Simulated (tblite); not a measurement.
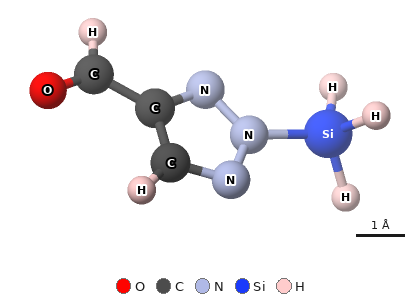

**Figure 1.** The starting structure (ball-and-stick view, seen at a tilt). Bond lengths as drawn: C–C 1.39 to 1.46 Å, C–H 1.09 to 1.10 Å, C–N 1.34 Å, C–O 1.22 Å, H–Si 1.48 to 1.49 Å, N–N 1.36 Å and N–Si 1.80 Å.

**C₃H₅N₃OSi: geometry relaxation**

The run: geometry relaxation of C₃H₅N₃OSi. Method and program: GFN2-xTB geometry optimisation, gas phase (tblite 0.8.0).

### Input file
```
{"job": {"xc": "GFN2-xTB", "basis": "xTB", "kind": "relax"}, "charge": 0, "multiplicity": 1}
O     -3.530600     0.874000     0.311800
C     -2.387200     1.277800     0.194300
C     -1.225200     0.388500     0.175400
C     -1.216300    -1.003700     0.245900
N      0.038600    -1.465500     0.196800
N      0.742200    -0.312500     0.064700
Si     2.533000    -0.312100    -0.064200
N      0.033200     0.847900     0.056800
H     -2.148500     2.346000     0.124300
H     -2.046900    -1.702700     0.361100
H      3.157900    -0.704900     1.235400
H      3.051800     1.032200    -0.422700
H      2.993700    -1.264400    -1.102800
```

The first line tells a small driver script what to run in tblite; the rest is the geometry in Å.

Run on 1 CPU thread, shared host.

Run as:
```bash
OMP_NUM_THREADS=1 python <driver script> task.json out
```

### What the program printed
```
step      E/eV     max force
  0    -639.61100    3.170
  1    -639.81449    1.525
  2    -639.84530    1.049
  3    -639.86519    0.336
  4    -639.87368    0.302
  5    -639.89106    0.502
  6    -639.90678    0.482
  7    -639.92391    0.369
  8    -639.93185    0.191
  9    -639.93569    0.158
 10    -639.93755    0.114
 11    -639.93888    0.081
 12    -639.93988    0.058
 13    -639.94027    0.052
 14    -639.94046    0.048
 15    -639.94065    0.047
 16    -639.94088    0.050
 17    -639.94117    0.047
 18    -639.94149    0.072
 19    -639.94180    0.068
 20    -639.94203    0.038
 21    -639.94218    0.030
 22    -639.94228    0.023
 23    -639.94235    0.028
 24    -639.94240    0.020
 25    -639.94245    0.021
 26    -639.94249    0.018
 27    -639.94253    0.013
 28    -639.94256    0.012
 29    -639.94259    0.014
 30    -639.94262    0.016
 31    -639.94265    0.020
 32    -639.94270    0.021
 33    -639.94275    0.017
 34    -639.94279    0.015
 35    -639.94282    0.011
 36    -639.94284    0.012
 37    -639.94285    0.012
 38    -639.94288    0.016
 39    -639.94291    0.017
 40    -639.94294    0.012
 41    -639.94296    0.010
 42    -639.94297    0.006
 43    -639.94298    0.007
 44    -639.94299    0.006
 45    -639.94299    0.007
 46    -639.94299    0.005
 47    -639.94300    0.005
 48    -639.94300    0.003
 49    -639.94300    0.002
```

### Trajectory as extended XYZ (Å, eV, eV/Å), 12 frames, from step=0 to step=49
```
13
Properties=species:S:1:pos:R:3:forces:R:3 step=0 energy=-639.61100
O    -3.5306    0.8740    0.3118    0.9350   0.4450  -0.1590
C    -2.3872    1.2778    0.1943   -0.9180  -0.7480   0.2880
C    -1.2252    0.3885    0.1754   -0.0050   1.3150  -0.1900
C    -1.2163   -1.0037    0.2459    0.2530  -1.9390   0.2890
N     0.0386   -1.4655    0.1968   -0.7330   2.9980  -0.3050
N     0.7422   -0.3125    0.0647    0.7300   0.5110   0.0290
Si    2.5330   -0.3121   -0.0642    0.7400  -0.0080   0.1020
N     0.0332    0.8479    0.0568   -0.0130  -3.1680   0.1090
H    -2.1485    2.3460    0.1243    0.0660   0.1090  -0.0580
H    -2.0469   -1.7027    0.3611    0.3890   0.5390  -0.0970
H     3.1579   -0.7049    1.2354   -0.4880   0.0960  -0.3710
H     3.0518    1.0322   -0.4227   -0.5250  -0.3110   0.1190
H     2.9937   -1.2644   -1.1028   -0.4300   0.1620   0.2430
13
Properties=species:S:1:pos:R:3:forces:R:3 step=4 energy=-639.87368
O    -3.5230    0.8804    0.3084   -0.1110   0.0060   0.0020
C    -2.3904    1.2716    0.2022    0.1890   0.0120   0.0020
C    -1.2298    0.3906    0.1713    0.1620   0.1300  -0.0130
C    -1.2117   -1.0192    0.2542    0.2310  -0.1810   0.0110
N     0.0427   -1.4127    0.1863    0.0660  -0.0190  -0.0160
N     0.7679   -0.3019    0.0660    0.0180   0.0620  -0.0190
Si    2.5622   -0.3132   -0.0610   -0.0110  -0.0070  -0.0060
N     0.0382    0.7922    0.0558    0.0080   0.0430  -0.0280
H    -2.1465    2.3470    0.1220    0.0520  -0.0250  -0.0070
H    -2.0378   -1.6944    0.3584    0.1200   0.0160  -0.0190
H     3.1326   -0.7027    1.2246   -0.1930  -0.0480   0.1040
H     3.0221    1.0231   -0.4177   -0.2870   0.0920   0.0110
H     2.9689   -1.2604   -1.0938   -0.2430  -0.0810  -0.0220
13
Properties=species:S:1:pos:R:3:forces:R:3 step=8 energy=-639.93185
O    -3.5086    0.8951    0.3041    0.1020  -0.1050   0.0340
C    -2.3658    1.2645    0.2074    0.0620   0.0290  -0.0980
C    -1.2002    0.3852    0.1710   -0.0250  -0.0510   0.0410
C    -1.1571   -1.0312    0.2583   -0.0450   0.1640  -0.0860
N     0.0988   -1.4075    0.1764   -0.1060   0.1050   0.0650
N     0.7977   -0.2828    0.0567   -0.0910   0.0110  -0.0610
Si    2.5707   -0.3151   -0.0593   -0.1490   0.0300   0.0080
N     0.0598    0.8022    0.0443   -0.0140  -0.0260   0.0480
H    -2.1225    2.3395    0.1191    0.1390  -0.0250   0.0190
H    -1.9900   -1.6943    0.3517    0.0810  -0.1370   0.0270
H     3.0472   -0.7196    1.2567    0.0240  -0.0290   0.0530
H     2.9001    1.0543   -0.4112    0.0190   0.0960  -0.0140
H     2.8655   -1.2899   -1.0982    0.0040  -0.0610  -0.0350
13
Properties=species:S:1:pos:R:3:forces:R:3 step=13 energy=-639.94027
O    -3.4948    0.8853    0.3063   -0.0370   0.0360  -0.0030
C    -2.3572    1.2664    0.2009    0.0150   0.0160   0.0170
C    -1.2009    0.3877    0.1710    0.0090  -0.0090  -0.0150
C    -1.1632   -1.0249    0.2531    0.0090  -0.0330   0.0060
N     0.0922   -1.3999    0.1783    0.0250  -0.0110  -0.0190
N     0.7919   -0.2790    0.0530    0.0000   0.0060   0.0190
Si    2.5619   -0.3114   -0.0592   -0.0330   0.0150  -0.0050
N     0.0577    0.8062    0.0470   -0.0030  -0.0120  -0.0110
H    -2.1000    2.3380    0.1194    0.0130   0.0090  -0.0070
H    -1.9743   -1.7135    0.3549   -0.0020  -0.0280   0.0080
H     3.0391   -0.7228    1.2589    0.0020   0.0030  -0.0140
H     2.8893    1.0636   -0.4103    0.0070   0.0000   0.0070
H     2.8539   -1.2953   -1.0966   -0.0040   0.0090   0.0180
13
Properties=species:S:1:pos:R:3:forces:R:3 step=17 energy=-639.94117
O    -3.4961    0.8952    0.3059    0.0180   0.0430   0.0080
C    -2.3552    1.2686    0.2027   -0.0210  -0.0130  -0.0280
C    -1.2025    0.3836    0.1686   -0.0310  -0.0230   0.0210
C    -1.1616   -1.0305    0.2527   -0.0100   0.0070  -0.0140
N     0.0952   -1.4013    0.1755   -0.0120  -0.0050   0.0290
N     0.7908   -0.2780    0.0551   -0.0070  -0.0110  -0.0350
Si    2.5567   -0.3074   -0.0596    0.0450   0.0000   0.0060
N     0.0550    0.8048    0.0455   -0.0310  -0.0080   0.0140
H    -2.0917    2.3393    0.1182    0.0140  -0.0160   0.0080
H    -1.9698   -1.7237    0.3572    0.0220   0.0070  -0.0050
H     3.0371   -0.7222    1.2551    0.0070   0.0030   0.0130
H     2.8881    1.0660   -0.4083    0.0050   0.0210  -0.0020
H     2.8496   -1.2940   -1.0919    0.0010  -0.0060  -0.0150
13
Properties=species:S:1:pos:R:3:forces:R:3 step=22 energy=-639.94228
O    -3.5013    0.9181    0.3074   -0.0130  -0.0040  -0.0030
C    -2.3550    1.2709    0.2003    0.0060   0.0010   0.0140
C    -1.2105    0.3745    0.1687    0.0090   0.0010  -0.0030
C    -1.1620   -1.0388    0.2514   -0.0010   0.0000   0.0160
N     0.0966   -1.4042    0.1763    0.0020   0.0030  -0.0100
N     0.7881   -0.2783    0.0517    0.0000   0.0020   0.0100
Si    2.5576   -0.3016   -0.0597   -0.0220  -0.0060   0.0030
N     0.0459    0.8004    0.0453    0.0100  -0.0010  -0.0120
H    -2.0746    2.3373    0.1179    0.0200  -0.0070  -0.0060
H    -1.9625   -1.7390    0.3591   -0.0160  -0.0050  -0.0060
H     3.0380   -0.7197    1.2542    0.0030   0.0110   0.0120
H     2.8893    1.0735   -0.4060   -0.0050  -0.0040   0.0000
H     2.8460   -1.2926   -1.0898    0.0080   0.0090  -0.0150
13
Properties=species:S:1:pos:R:3:forces:R:3 step=26 energy=-639.94249
O    -3.5027    0.9224    0.3074    0.0170   0.0040   0.0020
C    -2.3547    1.2708    0.2015    0.0050  -0.0010  -0.0080
C    -1.2115    0.3729    0.1689   -0.0040  -0.0040   0.0060
C    -1.1628   -1.0404    0.2536    0.0000  -0.0040  -0.0100
N     0.0962   -1.4049    0.1760   -0.0040  -0.0090   0.0110
N     0.7871   -0.2787    0.0518   -0.0030  -0.0080  -0.0080
Si    2.5561   -0.3019   -0.0591    0.0080  -0.0010   0.0000
N     0.0447    0.7994    0.0435   -0.0070  -0.0040   0.0070
H    -2.0675    2.3352    0.1169   -0.0010   0.0020   0.0010
H    -1.9637   -1.7416    0.3581    0.0040   0.0110   0.0010
H     3.0388   -0.7164    1.2560   -0.0070   0.0090  -0.0060
H     2.8885    1.0735   -0.4055   -0.0100  -0.0090   0.0020
H     2.8474   -1.2898   -1.0924    0.0020   0.0130   0.0010
13
Properties=species:S:1:pos:R:3:forces:R:3 step=31 energy=-639.94265
O    -3.5008    0.9264    0.3081   -0.0020   0.0010  -0.0010
C    -2.3521    1.2713    0.2008    0.0030   0.0030   0.0070
C    -1.2116    0.3705    0.1696    0.0040  -0.0010  -0.0070
C    -1.1633   -1.0427    0.2534   -0.0050   0.0060   0.0050
N     0.0955   -1.4078    0.1775   -0.0060  -0.0030  -0.0120
N     0.7864   -0.2817    0.0510    0.0010  -0.0080   0.0140
Si    2.5554   -0.3020   -0.0589   -0.0100   0.0040   0.0010
N     0.0444    0.7966    0.0440    0.0100  -0.0070  -0.0040
H    -2.0617    2.3349    0.1160   -0.0010   0.0010  -0.0030
H    -1.9653   -1.7420    0.3579   -0.0040  -0.0050   0.0030
H     3.0366   -0.7116    1.2572    0.0030  -0.0040   0.0060
H     2.8833    1.0731   -0.4049   -0.0010   0.0200  -0.0040
H     2.8488   -1.2846   -1.0950    0.0080  -0.0070  -0.0050
13
Properties=species:S:1:pos:R:3:forces:R:3 step=35 energy=-639.94282
O    -3.4983    0.9315    0.3092    0.0020   0.0020  -0.0020
C    -2.3487    1.2730    0.2004    0.0000  -0.0030   0.0050
C    -1.2109    0.3684    0.1687   -0.0020   0.0020   0.0060
C    -1.1663   -1.0451    0.2534    0.0000   0.0020  -0.0020
N     0.0918   -1.4133    0.1773   -0.0040  -0.0020   0.0030
N     0.7857   -0.2890    0.0530   -0.0020  -0.0020  -0.0050
Si    2.5545   -0.3002   -0.0591    0.0060   0.0030  -0.0010
N     0.0463    0.7911    0.0448   -0.0040   0.0000  -0.0050
H    -2.0558    2.3360    0.1145    0.0020  -0.0060  -0.0020
H    -1.9693   -1.7436    0.3593    0.0030   0.0080  -0.0030
H     3.0352   -0.7065    1.2589    0.0050  -0.0050  -0.0070
H     2.8773    1.0771   -0.4052   -0.0100   0.0010   0.0020
H     2.8542   -1.2790   -1.0984    0.0040  -0.0010   0.0100
13
Properties=species:S:1:pos:R:3:forces:R:3 step=40 energy=-639.94294
O    -3.4969    0.9352    0.3098    0.0000  -0.0020   0.0040
C    -2.3464    1.2736    0.2015    0.0010   0.0030  -0.0100
C    -1.2102    0.3673    0.1700    0.0010  -0.0050  -0.0070
C    -1.1679   -1.0459    0.2538    0.0010  -0.0030   0.0090
N     0.0893   -1.4170    0.1778    0.0060   0.0050  -0.0080
N     0.7852   -0.2941    0.0517    0.0000   0.0060  -0.0010
Si    2.5544   -0.2980   -0.0593   -0.0110  -0.0040   0.0020
N     0.0476    0.7874    0.0434    0.0000   0.0020   0.0050
H    -2.0506    2.3352    0.1126    0.0000   0.0070   0.0030
H    -1.9722   -1.7423    0.3591   -0.0090  -0.0050   0.0020
H     3.0366   -0.7061    1.2573    0.0080  -0.0010   0.0020
H     2.8670    1.0816   -0.4045   -0.0040   0.0020   0.0020
H     2.8598   -1.2765   -1.0963    0.0070  -0.0050  -0.0030
13
Properties=species:S:1:pos:R:3:forces:R:3 step=44 energy=-639.94299
O    -3.4961    0.9364    0.3105    0.0000   0.0020   0.0000
C    -2.3456    1.2741    0.2008   -0.0010   0.0000   0.0020
C    -1.2103    0.3666    0.1698   -0.0010   0.0020   0.0000
C    -1.1687   -1.0467    0.2546   -0.0010   0.0010  -0.0060
N     0.0885   -1.4180    0.1770   -0.0020   0.0000   0.0010
N     0.7847   -0.2953    0.0511    0.0000   0.0000   0.0010
Si    2.5536   -0.2978   -0.0592    0.0050  -0.0030  -0.0010
N     0.0475    0.7865    0.0435   -0.0020   0.0010  -0.0020
H    -2.0489    2.3357    0.1122   -0.0020  -0.0010  -0.0010
H    -1.9742   -1.7423    0.3594    0.0050   0.0000   0.0030
H     3.0387   -0.7059    1.2565    0.0020   0.0020   0.0000
H     2.8629    1.0830   -0.4038   -0.0040  -0.0030   0.0030
H     2.8634   -1.2759   -1.0957    0.0010   0.0000  -0.0010
13
Properties=species:S:1:pos:R:3:forces:R:3 step=49 energy=-639.94300
O    -3.4961    0.9373    0.3109    0.0000   0.0000   0.0010
C    -2.3454    1.2745    0.2009    0.0000   0.0000  -0.0010
C    -1.2104    0.3666    0.1693    0.0000   0.0000  -0.0010
C    -1.1689   -1.0468    0.2539    0.0000   0.0010   0.0020
N     0.0882   -1.4183    0.1768    0.0000   0.0000   0.0000
N     0.7847   -0.2959    0.0511    0.0000  -0.0010  -0.0010
Si    2.5538   -0.2984   -0.0591   -0.0010   0.0000   0.0010
N     0.0476    0.7861    0.0432    0.0010   0.0000   0.0000
H    -2.0485    2.3360    0.1119    0.0000   0.0000   0.0000
H    -1.9741   -1.7424    0.3601    0.0010  -0.0010  -0.0010
H     3.0399   -0.7054    1.2565    0.0010   0.0000   0.0000
H     2.8601    1.0831   -0.4028    0.0000   0.0000   0.0010
H     2.8648   -1.2759   -1.0959   -0.0010   0.0000   0.0000
```

### Results in brief

```csv
quantity,value
outcome,converged
total energy,−639.9430 eV
peak memory,0.18 GiB
```
